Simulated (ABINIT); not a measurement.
## Quasiparticle gap of SnO2 (Cassiterite) in ABINIT

How does a plane-wave GW calculation on SnO2 (Cassiterite) run from the first input to the gap?

Method: PBE and many-body steps on it, plane waves, in ABINIT 10.8.3.

**The experiments to reproduce.**

- Gap 3.6 eV: experimental gap quoted from earlier work; bulk crystal (quoted in “Study on the Photocatalytic Properties of Flower-Shaped SnO2”, 2022, pmc:9565917).

### Step 1. Starting point

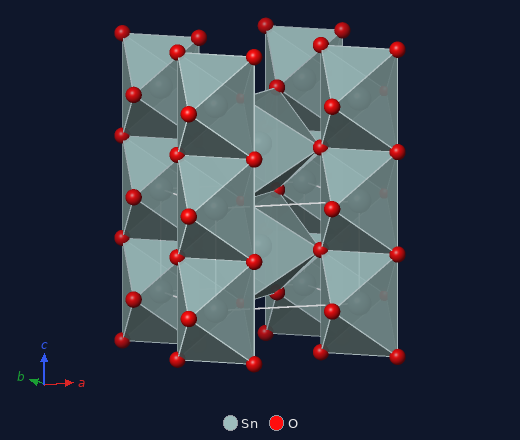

The starting structure, seen slightly off an axis (tin teal, oxygen red). 1×1×2 cells are drawn. Some periodic images of atoms are drawn too.

The cell and positions come from the Crystallography Open Database and are kept as given unless a step says otherwise.

### Step 2. Ground state

This step: ABINIT 10.8.3; DFT, PBE, plane waves, norm-conserving pseudopotentials.

The ground-state density comes first.

Input file run.abi:

```
acell 3*1.0 Angstrom
rprim 
  4.738000000000 0.000000000000 0.000000000000
  0.000000000000 4.738000000000 0.000000000000
  0.000000000000 0.000000000000 3.186500000000
ntypat 2
znucl 50 8
natom 6
typat 1 1 2 2 2 2
xred 
  0.000000000000 0.000000000000 0.000000000000
  0.500000000000 0.500000000000 0.500000000000
  0.307100000000 0.307100000000 0.000000000000
  0.192900000000 0.807100000000 0.500000000000
  0.692900000000 0.692900000000 0.000000000000
  0.807100000000 0.192900000000 0.500000000000
pp_dirpath "pseudos"
pseudos "Sn.upf, O.upf"
ecut 42
ngkpt 4 4 6
nshiftk 1
shiftk 0 0 0
kptopt 1
chksymbreak 0
nband 41
occopt 1
tolvrs 1e-10
nstep 60
prtwf 0
optforces 0
optstress 0
indata_prefix "in"
outdata_prefix "out"
tmpdata_prefix "tmp"
```

Run with:

```sh
$ OMP_NUM_THREADS=1 mpirun -n 8 abinit run.abi > log
```

Numbers of over 12 decimals in the logs are rounded to 6 here.

What it wrote:

```text
.Version 10.8.3 of ABINIT. v10.8.2 released Aug 2026.

 Symmetries : space group P4_2/m n m (#136); Bravais tP (primitive tetrag.)
================================================================================
 Values of the parameters that define the memory need of the present run
     intxc =       0    ionmov =       0      iscf =       7    lmnmax =       6
     lnmax =       6     mgfft =      54  mpssoang =       3    mqgrid =    3001
     natom =       6  nloc_mem =       1    nspden =       1   nspinor =       1
    nsppol =       1      nsym =      16    n1xccc =    2501    ntypat =       2
    occopt =       1   xclevel =       2
-    mband =          41        mffmem =           1         mkmem =           3
       mpw =        6296          nfft =      104976          nkpt =          24
================================================================================
  Rough estimation (10% accuracy) of disk space for files :
================================================================================

--------------------------------------------------------------------------------
------------- Echo of variables that govern the present computation ------------
--------------------------------------------------------------------------------
 -outvars: echo values of preprocessed input variables --------
            acell      1.8897261259E+00  1.8897261259E+00  1.8897261259E+00 Bohr

      chksymbreak           0
             ecut      4.20000000E+01 Hartree
-          fftalg         312

              ixc     -101130
              kpt      0.00000000E+00  0.00000000E+00  0.00000000E+00
                       2.50000000E-01  0.00000000E+00  0.00000000E+00
                       5.00000000E-01  0.00000000E+00  0.00000000E+00
                       2.50000000E-01  2.50000000E-01  0.00000000E+00
                       5.00000000E-01  2.50000000E-01  0.00000000E+00
                       5.00000000E-01  5.00000000E-01  0.00000000E+00
                       0.00000000E+00  0.00000000E+00  1.66666667E-01
                       2.50000000E-01  0.00000000E+00  1.66666667E-01
                       5.00000000E-01  0.00000000E+00  1.66666667E-01
   [... 13 further rows ...]
                       5.00000000E-01  2.50000000E-01  5.00000000E-01
                       5.00000000E-01  5.00000000E-01  5.00000000E-01
         kptrlatt        4    0    0      0    4    0      0    0    6
          kptrlen      3.58140895E+01
P           mkmem           3
            natom           6
            nband          41
            ngfft          54      54      36
             nkpt          24
            nstep          60
             nsym          16
           ntypat           2
              occ      2.000000  2.000000  2.000000  2.000000  2.000000  2.000000
                       2.000000  2.000000  2.000000  2.000000  2.000000  2.000000
                       2.000000  2.000000  2.000000  2.000000  2.000000  2.000000
                       2.000000  2.000000  2.000000  2.000000  2.000000  2.000000
                       2.000000  2.000000  2.000000  2.000000  2.000000  2.000000
                       2.000000  2.000000  2.000000  2.000000  0.000000  0.000000
                       0.000000  0.000000  0.000000  0.000000  0.000000
        optforces           0
        optstress           0
            prtwf           0
            rprim      4.7380000000E+00  0.0000000000E+00  0.0000000000E+00
[...]
spgroup         136

           tolvrs      1.00000000E-10

             xred      0.0000000000E+00  0.0000000000E+00  0.0000000000E+00
[...]
znucl       50.00000    8.00000

================================================================================

 chkinp: Checking input parameters for consistency.

================================================================================
== DATASET  1 ==================================================================
-   mpi_nproc: 8, omp_nthreads: 1 (-1 if OMP is not activated)

--- !DatasetInfo
iteration_state: {dtset: 1, }
dimensions: {natom: 6, nkpt: 24, mband: 41, nsppol: 1, nspinor: 1, nspden: 1, mpw: 6296, }
cutoff_energies: {ecut:  42.0, pawecutdg:  -1.0, }
electrons: {nelect:   6.80000000E+01, charge:   0.00000000E+00, occopt:   1.00000000E+00, tsmear:   1.00000000E-02, }

 Real(R)+Recip(G) space primitive vectors, cartesian coordinates (Bohr,Bohr^-1):
 R(1)=  8.9535224  0.0000000  0.0000000  G(1)=  0.1116879  0.0000000  0.0000000
 R(2)=  0.0000000  8.9535224  0.0000000  G(2)=  0.0000000  0.1116879  0.0000000
 R(3)=  0.0000000  0.0000000  6.0216123  G(3)=  0.0000000  0.0000000  0.1660685
 Unit cell volume ucvol=  4.8272594E+02 bohr^3
 Angles (23,13,12)=  9.00000000E+01  9.00000000E+01  9.00000000E+01 degrees

 getcut: wavevector=  0.0000  0.0000  0.0000  ngfft=  54  54  36
         ecut(hartree)=     42.000   => boxcut(ratio)=   2.04927

--- Pseudopotential description ------------------------------------------------
- Sn Generated using ONCVPSP code by D. R. Hamann
- 50.00000  22.00000  171031                  znucl, zion, pspdat
12 -101130 2 -1 1628                          pspcod,pspxc,lmax,lloc,mmax
     nproj     2     2     2
  pspatm : epsatm=   27.31087254
         --- l  ekb(1:nproj) -->
[...]
pspatm: atomic psp has been read  and splines computed

- O Generated using ONCVPSP code by D. R. Hamann
-  8.00000   6.00000  171031                  znucl, zion, pspdat
12 -101130 2 -1 936                           pspcod,pspxc,lmax,lloc,mmax
     nproj     2     2     1
  pspatm : epsatm=    6.17005460
         --- l  ekb(1:nproj) -->
[...]
2   -1.331955
 pspatm: atomic psp has been read  and splines computed

   5.39253352E+03                                ecore*ucvol(ha*bohr**3)
--------------------------------------------------------------------------------

_setup2: Arith. and geom. avg. npw (full set) are    6276.344    6276.333

================================================================================

--- !BeginCycle
iteration_state: {dtset: 1, }
solver: {iscf: 7, nstep: 60, nline: 4, wfoptalg: 0, }
tolerances: {tolvrs: 1.00E-10, }

     iter   Etot(hartree)      deltaE(h)  residm     vres2
 ETOT  1  -508.63668929118    -5.086E+02 2.196E-01 1.209E+03
 ETOT  2  -509.05887037937    -4.222E-01 2.857E-02 1.183E+03
 ETOT  3  -509.49154456592    -4.327E-01 1.897E-02 1.499E+01
 ETOT  4  -509.49543743827    -3.893E-03 3.404E-03 1.151E+00
 ETOT  5  -509.49584511455    -4.077E-04 2.068E-03 8.763E-02
 ETOT  6  -509.49586478160    -1.967E-05 8.917E-04 2.898E-03
 ETOT  7  -509.49586499951    -2.179E-07 7.431E-04 2.571E-05
 ETOT  8  -509.49586500294    -3.432E-09 4.302E-04 5.826E-07
 ETOT  9  -509.49586500302    -8.112E-11 3.204E-04 3.678E-08
 ETOT 10  -509.49586500301     1.000E-11 2.448E-04 1.148E-09
 ETOT 11  -509.49586500304    -2.962E-11 2.319E-04 6.777E-11

 At SCF step   11       vres2   =  6.78E-11 < tolvrs=  1.00E-10 =>converged.

--- !ResultsGS
iteration_state: {dtset: 1, }
comment   : Summary of ground state results
lattice_vectors:
- [  8.9535224,   0.0000000,   0.0000000, ]
- [  0.0000000,   8.9535224,   0.0000000, ]
- [  0.0000000,   0.0000000,   6.0216123, ]
lattice_lengths: [   8.95352,    8.95352,    6.02161, ]
lattice_angles: [ 90.000,  90.000,  90.000, ] # degrees, (23, 13, 12)
lattice_volume:   4.8272594E+02
convergence: {deltae: -2.962E-11, res2:  6.777E-11, residm:  2.319E-04, diffor:  0.000E+00, }
etotal    :  -5.09495865E+02
entropy   :   0.00000000E+00
fermie    :   2.49058631E-01
cartesian_stress_tensor: null
pressure_GPa: null
xred      :
- [  0.0000E+00,   0.0000E+00,   0.0000E+00, Sn]
- [  5.0000E-01,   5.0000E-01,   5.0000E-01, Sn]
- [  3.0710E-01,   3.0710E-01,   0.0000E+00,  O]
- [  1.9290E-01,   8.0710E-01,   5.0000E-01,  O]
- [  6.9290E-01,   6.9290E-01,   0.0000E+00,  O]
- [  8.0710E-01,   1.9290E-01,   5.0000E-01,  O]
cartesian_forces: null
force_length_stats: {min: null, max: null, mean: null, }

 Integrated electronic density in atomic spheres:
 ------------------------------------------------
 Atom  Sphere_radius  Integrated_density
[...]
================================================================================

 ----iterations are completed or convergence reached----

 Mean square residual over all n,k,spin=   67.387E-08; max=  23.190E-05
 reduced coordinates (array xred) for    6 atoms
[...]
0.500000000000      0.500000000000      0.500000000000
       0.307100000000      0.307100000000      0.000000000000
       0.192900000000      0.807100000000      0.500000000000
       0.692900000000      0.692900000000      0.000000000000
       0.807100000000      0.192900000000      0.500000000000
 rms dE/dt=  0.0000E+00; max dE/dt=  0.0000E+00; dE/dt below (all hartree)
    1       0.000000000000      0.000000000000      0.000000000000
    2       0.000000000000      0.000000000000      0.000000000000
    3       0.000000000000      0.000000000000      0.000000000000
    4       0.000000000000      0.000000000000      0.000000000000
    5       0.000000000000      0.000000000000      0.000000000000
    6       0.000000000000      0.000000000000      0.000000000000

 cartesian coordinates (angstrom) at end:
    1      0.000000     0.000000     0.000000
    2      2.369000     2.369000     1.593250
    3      1.455040     1.455040     0.000000
    4      0.913960     3.824040     1.593250
    5      3.282960     3.282960     0.000000
    6      3.824040     0.913960     1.593250
 length scales=  1.889726125908  1.889726125908  1.889726125908 bohr
              =  1.000000000000  1.000000000000  1.000000000000 angstroms
 prteigrs : about to open file out_EIG
 Fermi (or HOMO) energy (hartree) =   0.24906   Average Vxc (hartree)=  -0.42434
 Eigenvalues (hartree) for nkpt=  24  k points:
 kpt#   1, nband= 41, wtk=  0.01042, kpt=  0.0000  0.0000  0.0000 (reduced coord)
  -4.45122   -4.45122   -2.82797   -2.82797   -2.82638   -2.82638   -2.82622   -2.82621
  -0.52850   -0.50088   -0.49067   -0.48981   -0.48981   -0.48655   -0.48526   -0.48206
  -0.48100   -0.48100   -0.44591   -0.37776   -0.37776   -0.31287   -0.04845    0.10009
   0.10009    0.10339    0.13529    0.17389    0.17716    0.20329    0.20329    0.22098
   0.22098    0.24906    0.29623    0.47480    0.48381    0.48381    0.63508    0.64049
   0.69479
 prteigrs : prtvol=0 or 1, do not print more k-points.

--- !EnergyTerms
iteration_state     : {dtset: 1, }
comment             : Components of total free energy in Hartree
kinetic             :  2.00434493866220E+02
hartree             :  1.58895150068906E+02
xc                  : -7.12084152047545E+01
Ewald energy        : -2.98339747503783E+02
psp_core            :  1.11710042103051E+01
local_psp           : -4.87139504680541E+02
non_local_psp       : -2.33088457593944E+01
total_energy        : -5.09495865003043E+02
total_energy_eV     : -1.38640887733280E+04
band_energy         : -6.12362511478776E+01

== END DATASET(S) ==============================================================
================================================================================

 -outvars: echo values of variables after computation  --------
           etotal     -5.0949586500E+02
            nband          41
             nkpt          24
          spgroup         136
 [... the other variables as echoed above ...]

 Calculation completed.
```

Elapsed: 38 s, on 8 MPI ranks of Arm Neoverse V1, shared host; peak memory 0.77 GiB.

Numbers from this step:

```
total energy               : -13864.0888 eV
gap                        : 1.284 eV
k of the valence top       : 0, 0, 0
k of the conduction bottom : 0, 0, 0
least direct gap           : 1.284 eV
```

The gap is direct, at Γ.

### Step 3. Empty states on the mesh, 2×2×4 mesh, 69 bands

The sums over transitions need many empty states on a uniform mesh; this step solves for them.

Edit run.abi of step 2 so:

```diff
@@ -19,3 +19,3 @@
 ecut 42
-ngkpt 4 4 6
+ngkpt 2 2 4
 nshiftk 1
@@ -24,9 +24,10 @@
 chksymbreak 0
-nband 41
-occopt 1
-tolvrs 1e-10
+iscf -2
+irdden 1
+istwfk *1
+nband 69
+nbdbuf 6
+tolwfr 1e-09
 nstep 60
-prtwf 0
-optforces 0
-optstress 0
+prtvol 0
 indata_prefix "in"
```

What it wrote:

```text
.Version 10.8.3 of ABINIT. v10.8.2 released Aug 2026.

 Symmetries : space group P4_2/m n m (#136); Bravais tP (primitive tetrag.)
[... echo of the input left out ...]
== DATASET  1 ==================================================================
-   mpi_nproc: 8, omp_nthreads: 1 (-1 if OMP is not activated)
-    --> not optimal distribution: autoparal keyword recommended in input file <--

--- !DatasetInfo
iteration_state: {dtset: 1, }
dimensions: {natom: 6, nkpt: 9, mband: 69, nsppol: 1, nspinor: 1, nspden: 1, mpw: 6312, }
cutoff_energies: {ecut:  42.0, pawecutdg:  -1.0, }
electrons: {nelect:   6.80000000E+01, charge:   0.00000000E+00, occopt:   1.00000000E+00, tsmear:   1.00000000E-02, }

 Real(R)+Recip(G) space primitive vectors, cartesian coordinates (Bohr,Bohr^-1):
 R(1)=  8.9535224  0.0000000  0.0000000  G(1)=  0.1116879  0.0000000  0.0000000
 R(2)=  0.0000000  8.9535224  0.0000000  G(2)=  0.0000000  0.1116879  0.0000000
 R(3)=  0.0000000  0.0000000  6.0216123  G(3)=  0.0000000  0.0000000  0.1660685
 Unit cell volume ucvol=  4.8272594E+02 bohr^3
 Angles (23,13,12)=  9.00000000E+01  9.00000000E+01  9.00000000E+01 degrees

 getcut: wavevector=  0.0000  0.0000  0.0000  ngfft=  54  54  36
         ecut(hartree)=     42.000   => boxcut(ratio)=   2.04927

--- Pseudopotential description ------------------------------------------------
- Sn Generated using ONCVPSP code by D. R. Hamann
- 50.00000  22.00000  171031                  znucl, zion, pspdat
12 -101130 2 -1 1628                          pspcod,pspxc,lmax,lloc,mmax
     nproj     2     2     2
  pspatm : epsatm=   27.31087254
         --- l  ekb(1:nproj) -->
             0    9.701792   -0.671203
             1    4.046855   -0.266328
             2   -2.346641   -0.600143
 pspatm: atomic psp has been read  and splines computed

- O Generated using ONCVPSP code by D. R. Hamann
-  8.00000   6.00000  171031                  znucl, zion, pspdat
12 -101130 2 -1 936                           pspcod,pspxc,lmax,lloc,mmax
     nproj     2     2     1
  pspatm : epsatm=    6.17005460
         --- l  ekb(1:nproj) -->
[...]
2   -1.331955
 pspatm: atomic psp has been read  and splines computed

--------------------------------------------------------------------------------

================================================================================
 prteigrs : about to open file out_EIG
 Non-SCF case, kpt    1 (  0.00000  0.00000  0.00000), residuals and eigenvalues=
  3.57E-10  4.49E-10  1.57E-10  7.89E-10  1.64E-10  5.85E-10  8.98E-10  1.79E-10
  9.94E-11  3.15E-10  2.28E-10  1.62E-10  2.39E-10  2.27E-10  1.90E-10  2.30E-10
  7.51E-10  9.16E-10  6.80E-10  3.53E-10  6.53E-10  1.24E-10  2.99E-10  1.01E-10
[...]
8.36E-10  2.20E-08  1.40E-06  4.04E-05  1.54E-07
 -4.4512E+00 -4.4512E+00 -2.8280E+00 -2.8280E+00 -2.8264E+00 -2.8264E+00
 -2.8262E+00 -2.8262E+00 -5.2850E-01 -5.0088E-01 -4.9067E-01 -4.8981E-01
 -4.8981E-01 -4.8655E-01 -4.8526E-01 -4.8206E-01 -4.8100E-01 -4.8100E-01
[...]
1.0476E+00  1.0759E+00  1.0915E+00  1.1238E+00  1.2214E+00  1.2214E+00
  1.2553E+00  1.2553E+00  1.2594E+00  1.2900E+00  1.3615E+00  1.3615E+00
[...]
prteigrs : prtvol=0 or 1, do not print more k-points.

--- !ResultsGS
iteration_state: {dtset: 1, }
comment   : Summary of ground state results
lattice_vectors:
- [  8.9535224,   0.0000000,   0.0000000, ]
- [  0.0000000,   8.9535224,   0.0000000, ]
- [  0.0000000,   0.0000000,   6.0216123, ]
lattice_lengths: [   8.95352,    8.95352,    6.02161, ]
lattice_angles: [ 90.000,  90.000,  90.000, ] # degrees, (23, 13, 12)
lattice_volume:   4.8272594E+02
convergence: {deltae:  0.000E+00, res2:  0.000E+00, residm:  9.986E-10, diffor:  0.000E+00, }
etotal    :  -5.09495865E+02
entropy   :   0.00000000E+00
fermie    :   2.49058631E-01
cartesian_stress_tensor: null
pressure_GPa: null
xred      :
- [  0.0000E+00,   0.0000E+00,   0.0000E+00, Sn]
- [  5.0000E-01,   5.0000E-01,   5.0000E-01, Sn]
- [  3.0710E-01,   3.0710E-01,   0.0000E+00,  O]
- [  1.9290E-01,   8.0710E-01,   5.0000E-01,  O]
- [  6.9290E-01,   6.9290E-01,   0.0000E+00,  O]
- [  8.0710E-01,   1.9290E-01,   5.0000E-01,  O]
cartesian_forces: null
force_length_stats: {min: null, max: null, mean: null, }

 Integrated electronic density in atomic spheres:
 ------------------------------------------------
 Atom  Sphere_radius  Integrated_density
[...]
================================================================================

 ----iterations are completed or convergence reached----

 Mean square residual over all n,k,spin=   45.308E-11; max=  99.857E-11
 reduced coordinates (array xred) for    6 atoms
[...]
0.692900000000      0.692900000000      0.000000000000
       0.807100000000      0.192900000000      0.500000000000

 cartesian coordinates (angstrom) at end:
    1      0.000000     0.000000     0.000000
    2      2.369000     2.369000     1.593250
    3      1.455040     1.455040     0.000000
    4      0.913960     3.824040     1.593250
    5      3.282960     3.282960     0.000000
    6      3.824040     0.913960     1.593250
 length scales=  1.889726125908  1.889726125908  1.889726125908 bohr
              =  1.000000000000  1.000000000000  1.000000000000 angstroms
 prteigrs : about to open file out_EIG
 Eigenvalues (hartree) for nkpt=   9  k points:
 kpt#   1, nband= 69, wtk=  0.06250, kpt=  0.0000  0.0000  0.0000 (reduced coord)
[...]
0.97407    0.97407    0.98285    0.98285    1.02625    1.02625    1.04763    1.07586
   1.09149    1.12377    1.22145    1.22145    1.25530    1.25530    1.25938    1.28996
   1.36149    1.36149    1.38817    1.41159    1.41315
 prteigrs : prtvol=0 or 1, do not print more k-points.

== END DATASET(S) ==============================================================
================================================================================

 -outvars: echo values of variables after computation  --------
            nband          69
             nkpt           9
          spgroup         136
 [... the other variables as echoed above ...]

 Calculation completed.
```

Elapsed: 22 s, on 8 MPI ranks; peak memory 0.58 GiB.

This step gave:

| Quantity | Value |
| --- | --- |
| gap | 1.284 eV |
| k of the valence top | 0, 0, 0 |
| k of the conduction bottom | 0, 0, 0 |
| least direct gap | 1.284 eV |
| k points computed | 9 |
| lowest point of the top converged band, above the valence top | 27.03 eV |

On this mesh the gap is 1.284 eV.

[end of part 1 of 2]

[Paths, hosts, dates, memory and timing lines, banners, echoed tables and standing remarks are left out of the program output.]

[Logs are printed without paths, hosts, clocks, repeated set-up lines and the standing remarks that a program may print on its own settings, such as how far it seeks lower states.]

[Runs of the session that timed out or met a known fault of the program may be left out.]

[Hosts, paths, dates, database ids (printed as entryN), source tags and the programs' standing remarks are cut or masked in the printed files.]

[G0W0 gaps are taken among the corrected bands and points alone; a level outside them can change the order at an edge.]

[Where Ansatz stands beside ABINIT at settings called matched, ABINIT's density can come from a denser mesh and the files from another edition; pairs whose starting gaps differed by over 0.03 eV were left out, so agreement reads better than it is.]
